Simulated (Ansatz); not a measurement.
# SiH₄S + PH₃: a complex and its separated parts

The complex below is one end of an elementary step. How strongly is it bound against its free parts?

Program: Ansatz 0.2.0, Gaussian basis. Level of theory: PBE0-D4/def2-TZVP structures, single points in def2-TZVPP, no counterpoise correction. These are calculated values, not measurements.

Levels: SPW92, PBE-D4, BLYP-D4, r2SCAN-D4, B97M-V, PBE0-D4, B3LYP-D4, r2SCAN0-D4, BHLYP-D4, CAM-B3LYP-D4, wB97X-V, wB97M-V, B2PLYP, PBE-QIDH, RPA on PBE, Hartree-Fock, MP2, CCSD, CCSD(T).

Cores are frozen in the correlated methods. B3LYP uses VWN-RPA correlation. B2PLYP carries no dispersion term here.

94 further runs of the same task are left out: 94 set aside as unsound or not needed. Runs told in other sessions of the task aren't counted.

## 1. The system as given

The complex: 10 atoms, charge 0, spin multiplicity 1.

Atoms are counted from 1 here; the program's logs count them from 0.

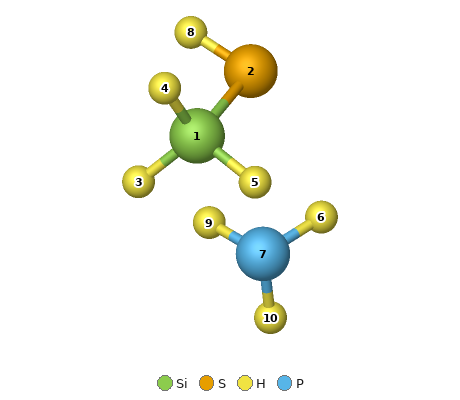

The starting geometry (silicon green, sulfur amber, hydrogen yellow, phosphorus blue); atoms are numbered from 1 in the order of the file.

Coordinates:

```
Si   -0.9123    1.4756   -0.4775
S     0.2487    1.3125    1.3153
H    -0.1855    0.9351   -1.6530
H    -1.2573    2.8969   -0.7398
H    -2.1420    0.6926   -0.2209
H     0.5490   -2.2632    1.4088
P     0.2960   -2.0775    0.0262
H     1.2251    2.1314    0.8885
H     1.6240   -1.6658   -0.2518
H     0.5542   -3.4376   -0.2958
```

Its parts: SiH₄S holds atoms 1, 2, 3, 4, 5, 8; PH₃ holds atoms 6, 7, 9, 10. Each part counts its atoms afresh in its own runs.

## 2. Relaxing SiH₄S alone

The input, relax-a/in.yaml:

```yaml
crystal:
  periodic: [false, false, false]
  atoms:
    - {symbol: Si, position_ang: [-0.912278, 1.475599, -0.477521]}
    - {symbol: S, position_ang: [0.248748, 1.312502, 1.315316]}
    - {symbol: H, position_ang: [-0.185543, 0.935145, -1.653029]}
    - {symbol: H, position_ang: [-1.257259, 2.896936, -0.739845]}
    - {symbol: H, position_ang: [-2.141976, 0.692553, -0.220864]}
    - {symbol: H, position_ang: [1.225079, 2.131412, 0.888550]}
basis:
  gaussian: {orbitals: def2-TZVP}
hamiltonian: {xc: pbe0, dispersion: d4}
relax: {f_tol: 0.005, max_steps: 200}
```

Launch:

```sh
$ ansatz run in.yaml --threads 4 --pin off --events-out ev --progress --plain --max-ram 9574MiB
```

Standard output, cut to the lines that bear on the results:

```text
Functional definition: PBE0
  name "PBE0"
  cite "Adamo & Barone, J. Chem. Phys. 110, 6158 (1999) doi:10.1063/1.478522"
  cite "Perdew, Burke & Ernzerhof, Phys. Rev. Lett. 77, 3865 (1996) doi:10.1103/PhysRevLett.77.3865"
  parent pbe
[...]
715 factors; their error is unknown
[...]
mean field -18772.08398854 eV, -689.8613624034 hartree, gradient 1.6e-5 eV, S^2 0.000000; 0 other end points of the search recorded, 0 dependent functions left out
[...]
reference -18772.08401512 eV, -689.8613633801 hartree; 17, 17 occupied and 81, 81 virtual orbitals, 715 factors
[...]
reference -18772.08547381 eV, -689.8614169860 hartree; 17, 17 occupied and 81, 81 virtual orbitals, 715 factors
Total energy: -18772.16629758 eV, -689.8643872049 hartree
Atom 0 at    -0.911338     1.490096    -0.472206 Å, force    -0.003133    -0.002309    -0.004393 eV/Å
Atom 1 at     0.236743     1.325986     1.322678 Å, force     0.001545    -0.000345     0.002401 eV/Å
Atom 2 at    -0.177422     0.945355    -1.642681 Å, force    -0.001103     0.000709     0.002406 eV/Å
Atom 3 at    -1.284255     2.899200    -0.755546 Å, force    -0.000303    -0.000041     0.000224 eV/Å
Atom 4 at    -2.130428     0.684990    -0.220333 Å, force     0.002698     0.001924    -0.000642 eV/Å
Atom 5 at     1.243471     2.098521     0.880696 Å, force     0.000297     0.000062     0.000004 eV/Å
Dipole moment:     0.051538     0.111231    -0.180220 e Å
```

It took 7 s on 4 threads of Intel Xeon at 2.50GHz, shared host.

The steps of the relaxation:

```csv
step,energy from step 1 (eV),largest force component (eV/Å)
1,0.0000,0.1282
2,-0.0008,0.0655
3,-0.0013,0.0100
4,-0.0014,0.0039
5,-0.0015,0.0044
```

Close pairs (by a distance rule), those that changed most:

```csv
bond,before (Å),after (Å),change (Å)
Si1–S2,2.142,2.137,-0.005
Si1–H5,1.480,1.483,+0.002
Si1–H3,1.484,1.485,+0.001
Si1–H4,1.486,1.485,-0.001
S2–H6,1.344,1.344,-0.000
```

## 3. Relaxing PH₃ alone

The input, relax-b/in.yaml:

```yaml
crystal:
  periodic: [false, false, false]
  atoms:
    - {symbol: H, position_ang: [0.548952, -2.263231, 1.408783]}
    - {symbol: P, position_ang: [0.295985, -2.077508, 0.026186]}
    - {symbol: H, position_ang: [1.624037, -1.665816, -0.251773]}
    - {symbol: H, position_ang: [0.554156, -3.437594, -0.295805]}
basis:
  gaussian: {orbitals: def2-TZVP}
hamiltonian: {xc: pbe0, dispersion: d4}
relax: {f_tol: 0.005, max_steps: 200}
```

Launch:

```sh
$ ansatz run in.yaml --threads 4 --pin off --events-out ev --progress --plain --max-ram 9574MiB
```

Standard output, cut to the lines that bear on the results:

```text
[... 5 set-up lines as earlier in the session ...]
[...]
414 factors; their error is unknown
[...]
mean field -9333.94125757 eV, -343.0160144430 hartree, gradient 4.8e-5 eV, S^2 0.000000; 0 other end points of the search recorded, 0 dependent functions left out
[...]
Total energy: -9333.96567888 eV, -343.0169119098 hartree
Atom 0 at     0.551519    -2.265889     1.405872 Å, force    -0.001028     0.001127     0.003803 eV/Å
Atom 1 at     0.290489    -2.074856     0.023574 Å, force     0.001129    -0.003929    -0.000853 eV/Å
Atom 2 at     1.623484    -1.670300    -0.250015 Å, force     0.002252     0.003060    -0.001406 eV/Å
Atom 3 at     0.557638    -3.433104    -0.292041 Å, force    -0.002354    -0.000258    -0.001544 eV/Å
Dipole moment:     0.116188    -0.071399     0.049538 e Å
```

Run time: 2.4 s. Hardware: 4 threads of Intel Xeon at 2.50GHz, shared host.

Relaxation path:

```csv
step,energy from step 1 (eV),largest force component (eV/Å)
1,0.0000,0.0917
2,-0.0005,0.0211
3,-0.0005,0.0307
4,-0.0005,0.0039
```

Close pairs (by a distance rule), those that changed most:

```csv
bond,before (Å),after (Å),change (Å)
H1–P2,1.418,1.420,+0.002
P2–H3,1.418,1.420,+0.002
P2–H4,1.421,1.420,-0.002
```

## 4. SPW92/def2-TZVPP

The input, parta/in.yaml:

```yaml
crystal:
  periodic: [false, false, false]
  atoms:
    - {symbol: Si, position_ang: [-0.911338, 1.490096, -0.472206]}
    - {symbol: S, position_ang: [0.236743, 1.325986, 1.322678]}
    - {symbol: H, position_ang: [-0.177422, 0.945355, -1.642681]}
    - {symbol: H, position_ang: [-1.284255, 2.899200, -0.755546]}
    - {symbol: H, position_ang: [-2.130428, 0.684990, -0.220333]}
    - {symbol: H, position_ang: [1.243471, 2.098521, 0.880696]}
basis:
  gaussian: {orbitals: def2-TZVPP}
hamiltonian: {xc: lda}
```

The input, partb/in.yaml:

```yaml
crystal:
  periodic: [false, false, false]
  atoms:
    - {symbol: H, position_ang: [0.551519, -2.265889, 1.405872]}
    - {symbol: P, position_ang: [0.290489, -2.074856, 0.023574]}
    - {symbol: H, position_ang: [1.623484, -1.670300, -0.250015]}
    - {symbol: H, position_ang: [0.557638, -3.433104, -0.292041]}
basis:
  gaussian: {orbitals: def2-TZVPP}
hamiltonian: {xc: lda}
```

One command serves all of them, each in its own folder.

Launch:

```sh
$ ansatz run in.yaml --threads 4 --pin off --events-out ev --progress --plain --max-ram 9574MiB
```

parta printed, cut to the lines that bear on the results:

```text
Functional definition: SPW92
  name "SPW92"
  cite "Dirac, Proc. Camb. Phil. Soc. 26, 376 (1930) doi:10.1017/S0305004100016108"
  cite "Slater, Phys. Rev. 81, 385 (1951) doi:10.1103/PhysRev.81.385"
  cite "Perdew & Wang, Phys. Rev. B 45, 13244 (1992) doi:10.1103/PhysRevB.45.13244"
[...]
808 factors; their error is unknown
[...]
mean field -18709.23348164 eV, -687.5516488764 hartree, gradient 3.7e-5 eV, S^2 0.000000; 0 other end points of the search recorded, 0 dependent functions left out
reference -18709.23351437 eV, -687.5516500790 hartree; 17, 17 occupied and 123, 123 virtual orbitals, 808 factors
Total energy: -18709.23351437 eV, -687.5516500790 hartree
```

partb printed, cut to the lines that bear on the results:

```text
[... 5 set-up lines as earlier in the session ...]
[...]
464 factors; their error is unknown
[...]
mean field -9302.19723499 eV, -341.8494431300 hartree, gradient 1.0e-5 eV, S^2 0.000000; 0 other end points of the search recorded, 0 dependent functions left out
reference -9302.19726302 eV, -341.8494441601 hartree; 9, 9 occupied and 75, 75 virtual orbitals, 464 factors
Total energy: -9302.19726302 eV, -341.8494441601 hartree
```

Times: 0.81 s (parta), 0.41 s (partb) on 4 threads of Intel Xeon at 2.50GHz, shared host.

## 5. PBE-D4/def2-TZVPP

Each input of step 4 (parta, partb) changes in the same lines:

```diff
-hamiltonian: {xc: lda}
+hamiltonian: {xc: pbe, dispersion: d4}
```

One command serves all of them, each in its own folder.

Launch:

```sh
$ ansatz run in.yaml --threads 4 --pin off --events-out ev --progress --plain --max-ram 9574MiB
```

parta printed, cut to the lines that bear on the results:

```text
Functional definition: PBE
  name "PBE"
[... 2 set-up lines as earlier in the session ...]
[...]
808 factors; their error is unknown
[...]
mean field -18770.30722593 eV, -689.7960675819 hartree, gradient 2.7e-5 eV, S^2 0.000000; 0 other end points of the search recorded, 0 dependent functions left out
reference -18770.30726076 eV, -689.7960688617 hartree; 17, 17 occupied and 123, 123 virtual orbitals, 808 factors
Total energy: -18770.40414983 eV, -689.7996294695 hartree
```

Output in partb, cut to the lines that bear on the results:

```text
[... 4 set-up lines as earlier in the session ...]
[...]
464 factors; their error is unknown
[...]
mean field -9333.06292086 eV, -342.9837361642 hartree, gradient 3.9e-5 eV, S^2 0.000000; 0 other end points of the search recorded, 0 dependent functions left out
reference -9333.06295089 eV, -342.9837372677 hartree; 9, 9 occupied and 75, 75 virtual orbitals, 464 factors
Total energy: -9333.09236780 eV, -342.9848183193 hartree
```

Times: 1.3 s (parta), 0.51 s (partb) on 4 threads of Intel Xeon at 2.50GHz, shared host.

## 6. BLYP-D4/def2-TZVPP

Each input of step 5 (parta, partb) changes in the same lines:

```diff
-hamiltonian: {xc: pbe, dispersion: d4}
+hamiltonian: {xc: {name: BLYP}, dispersion: d4}
```

The same command starts each run, in its folder.

Launch:

```sh
$ ansatz run in.yaml --threads 4 --pin off --events-out ev --progress --plain --max-ram 9574MiB
```

parta printed, cut to the lines that bear on the results:

```text
Functional definition: BLYP
  name "BLYP"
  cite "Becke, Phys. Rev. A 38, 3098 (1988) doi:10.1103/PhysRevA.38.3098"
  cite "Lee, Yang & Parr, Phys. Rev. B 37, 785 (1988) doi:10.1103/PhysRevB.37.785"
[...]
808 factors; their error is unknown
[...]
mean field -18778.95971895 eV, -690.1140408355 hartree, gradient 8.4e-5 eV, S^2 0.000000; 0 other end points of the search recorded, 0 dependent functions left out
reference -18778.96002023 eV, -690.1140519071 hartree; 17, 17 occupied and 123, 123 virtual orbitals, 808 factors
Total energy: -18779.17578481 eV, -690.1219811092 hartree
```

Output in partb, cut to the lines that bear on the results:

```text
[... 4 set-up lines as earlier in the session ...]
[...]
464 factors; their error is unknown
[...]
mean field -9337.41646831 eV, -343.1437260822 hartree, gradient 4.1e-5 eV, S^2 0.000000; 0 other end points of the search recorded, 0 dependent functions left out
reference -9337.41673140 eV, -343.1437357507 hartree; 9, 9 occupied and 75, 75 virtual orbitals, 464 factors
Total energy: -9337.48628707 eV, -343.1462918742 hartree
```

Times: 1.2 s (parta), 0.51 s (partb) on 4 threads of Intel Xeon at 2.50GHz, shared host.

## 7. r2SCAN-D4/def2-TZVPP

Each input of step 6 (parta, partb) changes in the same lines:

```diff
-hamiltonian: {xc: {name: BLYP}, dispersion: d4}
+hamiltonian: {xc: r2scan, dispersion: d4}
```

Each run has its own folder and the same command.

Launch:

```sh
$ ansatz run in.yaml --threads 4 --pin off --events-out ev --progress --plain --max-ram 9574MiB
```

parta printed, cut to the lines that bear on the results:

```text
Functional definition: r2SCAN
  name "r2SCAN"
  cite "Furness, Kaplan, Ning, Perdew & Sun, J. Phys. Chem. Lett. 11, 8208 (2020) doi:10.1021/acs.jpclett.0c02405"
  cite "Furness, Kaplan, Ning, Perdew & Sun, J. Phys. Chem. Lett. 11, 9248 (2020) doi:10.1021/acs.jpclett.0c03077"
  parent r2scan
[...]
808 factors; their error is unknown
[...]
mean field -18777.79275246 eV, -690.0711556079 hartree, gradient 5.1e-5 eV, S^2 0.000000; 0 other end points of the search recorded, 0 dependent functions left out
reference -18777.79276312 eV, -690.0711559995 hartree; 17, 17 occupied and 123, 123 virtual orbitals, 808 factors
Total energy: -18777.81412407 eV, -690.0719410002 hartree
```

Output in partb, cut to the lines that bear on the results:

```text
[... 5 set-up lines as earlier in the session ...]
[...]
464 factors; their error is unknown
[...]
mean field -9336.78840492 eV, -343.1206451783 hartree, gradient 4.9e-5 eV, S^2 0.000000; 0 other end points of the search recorded, 0 dependent functions left out
reference -9336.78841309 eV, -343.1206454787 hartree; 9, 9 occupied and 75, 75 virtual orbitals, 464 factors
Total energy: -9336.79498618 eV, -343.1208870351 hartree
```

Times: 2 s (parta), 1 s (partb) on 4 threads of Intel Xeon at 2.50GHz, shared host.

## 8. B97M-V/def2-TZVPP

The same edit goes into each in.yaml of step 7 (parta, partb):

```diff
-hamiltonian: {xc: r2scan, dispersion: d4}
+hamiltonian: {xc: {name: B97M-V}}
```

Each run has its own folder and the same command.

Launch:

```sh
$ ansatz run in.yaml --threads 4 --pin off --events-out ev --progress --plain --max-ram 9574MiB
```

Output in parta, cut to the lines that bear on the results:

```text
Functional definition: B97M-V
  name "B97M-V"
  cite "Mardirossian & Head-Gordon, J. Chem. Phys. 142, 074111 (2015) doi:10.1063/1.4907719"
  cite "Becke, J. Chem. Phys. 107, 8554 (1997) doi:10.1063/1.475007"
  cite "Vydrov & Van Voorhis, J. Chem. Phys. 133, 244103 (2010) doi:10.1063/1.3521275"
  # Of w^i u^j: cxij and so on, Table III.
[...]
  gx(w, u) = cx00 + cx01*u + cx02*u^2 + (cx10 + cx11*u)*w
[...]
  gos(w, u) = cos00 + cos01*u + cos03*u^3 + cos10*w + cos32*w^3*u^2
[...]
      + integral(e_c_pw_mod_opposite_spin*gos(b97_w_opposite, b97_u_opposite)) + vv10(b, c)
808 factors; their error is unknown
[...]
mean field -18774.56074929 eV, -689.9523816821 hartree, gradient 5.1e-5 eV, S^2 0.000000; 0 other end points of the search recorded, 0 dependent functions left out
reference -18774.56080301 eV, -689.9523836562 hartree; 17, 17 occupied and 123, 123 virtual orbitals, 808 factors
Total energy: -18774.56080301 eV, -689.9523836562 hartree
```

Log of partb, cut to the lines that bear on the results:

```text
[... 5 set-up lines as earlier in the session ...]
  # Of w^i u^j: cxij and so on, Table III.
[...]
  gx(w, u) = cx00 + cx01*u + cx02*u^2 + (cx10 + cx11*u)*w
[...]
  gos(w, u) = cos00 + cos01*u + cos03*u^3 + cos10*w + cos32*w^3*u^2
[...]
      + integral(e_c_pw_mod_opposite_spin*gos(b97_w_opposite, b97_u_opposite)) + vv10(b, c)
464 factors; their error is unknown
[...]
mean field -9335.22755401 eV, -343.0632849652 hartree, gradient 2.8e-5 eV, S^2 0.000000; 0 other end points of the search recorded, 0 dependent functions left out
reference -9335.22759473 eV, -343.0632864619 hartree; 9, 9 occupied and 75, 75 virtual orbitals, 464 factors
Total energy: -9335.22759473 eV, -343.0632864619 hartree
```

They took 3.3 s (parta), 1.5 s (partb) on 4 threads of Intel Xeon at 2.50GHz, shared host.

## 9. PBE0-D4/def2-TZVPP

The same edit goes into each in.yaml of step 8 (parta, partb):

```diff
-hamiltonian: {xc: {name: B97M-V}}
+hamiltonian: {xc: pbe0, dispersion: d4}
+output: {orbitals: {seedname: orbitals}}
```

Each run has its own folder and the same command.

Launch:

```sh
$ ansatz run in.yaml --threads 4 --pin off --events-out ev --progress --plain --max-ram 9574MiB
```

parta printed, cut to the lines that bear on the results:

```text
[... 5 set-up lines as earlier in the session ...]
[...]
842 factors; their error is unknown
[...]
mean field -18772.11638815 eV, -689.8625530669 hartree, gradient 4.0e-5 eV, S^2 0.000000; 0 other end points of the search recorded, 0 dependent functions left out
reference -18772.11641439 eV, -689.8625540313 hartree; 17, 17 occupied and 123, 123 virtual orbitals, 842 factors
Total energy: -18772.19723816 eV, -689.8655242501 hartree
```

partb printed, cut to the lines that bear on the results:

```text
[... 5 set-up lines as earlier in the session ...]
[...]
477 factors; their error is unknown
[...]
mean field -9333.96396163 eV, -343.0168488018 hartree, gradient 5.4e-6 eV, S^2 0.000000; 0 other end points of the search recorded, 0 dependent functions left out
reference -9333.96398414 eV, -343.0168496290 hartree; 9, 9 occupied and 75, 75 virtual orbitals, 477 factors
Total energy: -9333.98784711 eV, -343.0177265772 hartree
```

Times: 1.7 s (parta), 0.6 s (partb) on 4 threads of Intel Xeon at 2.50GHz, shared host.

## 10. B3LYP-D4/def2-TZVPP

Each input of step 9 (parta, partb) changes in the same lines:

```diff
-hamiltonian: {xc: pbe0, dispersion: d4}
-output: {orbitals: {seedname: orbitals}}
+hamiltonian: {xc: {name: B3LYP}, dispersion: d4}
```

One command serves all of them, each in its own folder.

Launch:

```sh
$ ansatz run in.yaml --threads 4 --pin off --events-out ev --progress --plain --max-ram 9574MiB
```

Output in parta, cut to the lines that bear on the results:

```text
Functional definition: B3LYP
  name "B3LYP"
  cite "Stephens, Devlin, Chabalowski & Frisch, J. Phys. Chem. 98, 11623 (1994) doi:10.1021/j100096a001"
[... 2 set-up lines as earlier in the session ...]
  cite "Vosko, Wilk & Nusair, Can. J. Phys. 58, 1200 (1980) doi:10.1139/p80-159"
[...]
823 factors; their error is unknown
[...]
mean field -18780.56571265 eV, -690.1730600153 hartree, gradient 4.1e-5 eV, S^2 0.000000; 0 other end points of the search recorded, 0 dependent functions left out
reference -18780.56593730 eV, -690.1730682710 hartree; 17, 17 occupied and 123, 123 virtual orbitals, 823 factors
Total energy: -18780.72469580 eV, -690.1789025382 hartree
```

partb printed, cut to the lines that bear on the results:

```text
[... 6 set-up lines as earlier in the session ...]
[...]
474 factors; their error is unknown
[...]
mean field -9338.33377489 eV, -343.1774364771 hartree, gradient 8.1e-6 eV, S^2 0.000000; 0 other end points of the search recorded, 0 dependent functions left out
reference -9338.33397162 eV, -343.1774437068 hartree; 9, 9 occupied and 75, 75 virtual orbitals, 474 factors
Total energy: -9338.38174615 eV, -343.1791993883 hartree
```

Wall times: 1.5 s (parta), 0.61 s (partb) on 4 threads of Intel Xeon at 2.50GHz, shared host.

## 11. r2SCAN0-D4/def2-TZVPP

The same edit goes into each in.yaml of step 10 (parta, partb):

```diff
-hamiltonian: {xc: {name: B3LYP}, dispersion: d4}
+hamiltonian: {xc: {name: r2SCAN0}, dispersion: d4}
```

One command serves all of them, each in its own folder.

Launch:

```sh
$ ansatz run in.yaml --threads 4 --pin off --events-out ev --progress --plain --max-ram 9574MiB
```

Output in parta, cut to the lines that bear on the results:

```text
Functional definition: r2SCAN0
  name "r2SCAN0"
  cite "Bursch, Neugebauer, Ehlert & Grimme, J. Chem. Phys. 156, 134105 (2022) doi:10.1063/5.0086040"
[... 3 set-up lines as earlier in the session ...]
[...]
842 factors; their error is unknown
[...]
mean field -18777.60448210 eV, -690.0642367998 hartree, gradient 2.0e-5 eV, S^2 0.000000; 0 other end points of the search recorded, 0 dependent functions left out
reference -18777.60449060 eV, -690.0642371122 hartree; 17, 17 occupied and 123, 123 virtual orbitals, 842 factors
Total energy: -18777.63012615 eV, -690.0651792013 hartree
```

partb printed, cut to the lines that bear on the results:

```text
[... 6 set-up lines as earlier in the session ...]
[...]
477 factors; their error is unknown
[...]
mean field -9336.67539897 eV, -343.1164922862 hartree, gradient 4.9e-5 eV, S^2 0.000000; 0 other end points of the search recorded, 0 dependent functions left out
reference -9336.67540548 eV, -343.1164925255 hartree; 9, 9 occupied and 75, 75 virtual orbitals, 477 factors
Total energy: -9336.68298041 eV, -343.1167708991 hartree
```

They took 2.1 s (parta), 1.1 s (partb) on 4 threads of Intel Xeon at 2.50GHz, shared host.

## 12. BHLYP-D4/def2-TZVPP

The same edit goes into each in.yaml of step 11 (parta, partb):

```diff
-hamiltonian: {xc: {name: r2SCAN0}, dispersion: d4}
+hamiltonian: {xc: {name: BHLYP}, dispersion: d4}
```

Each run has its own folder and the same command.

Launch:

```sh
$ ansatz run in.yaml --threads 4 --pin off --events-out ev --progress --plain --max-ram 9574MiB
```

parta printed, cut to the lines that bear on the results:

```text
Functional definition: BHLYP
  name "BHLYP"
  cite "Becke, J. Chem. Phys. 98, 1372 (1993) doi:10.1063/1.464304"
[... 2 set-up lines as earlier in the session ...]
[...]
881 factors; their error is unknown
[...]
mean field -18779.28079639 eV, -690.1258402137 hartree, gradient 1.4e-5 eV, S^2 0.000000; 0 other end points of the search recorded, 0 dependent functions left out
reference -18779.28094865 eV, -690.1258458091 hartree; 17, 17 occupied and 123, 123 virtual orbitals, 881 factors
Total energy: -18779.40847988 eV, -690.1305324953 hartree
```

partb printed, cut to the lines that bear on the results:

```text
[... 5 set-up lines as earlier in the session ...]
[...]
489 factors; their error is unknown
[...]
mean field -9337.51710187 eV, -343.1474242973 hartree, gradient 3.9e-5 eV, S^2 0.000000; 0 other end points of the search recorded, 0 dependent functions left out
reference -9337.51723540 eV, -343.1474292044 hartree; 9, 9 occupied and 75, 75 virtual orbitals, 489 factors
Total energy: -9337.54938827 eV, -343.1486108007 hartree
```

Wall times: 1.5 s (parta), 0.56 s (partb) on 4 threads of Intel Xeon at 2.50GHz, shared host.

[end of part 1 of 2]
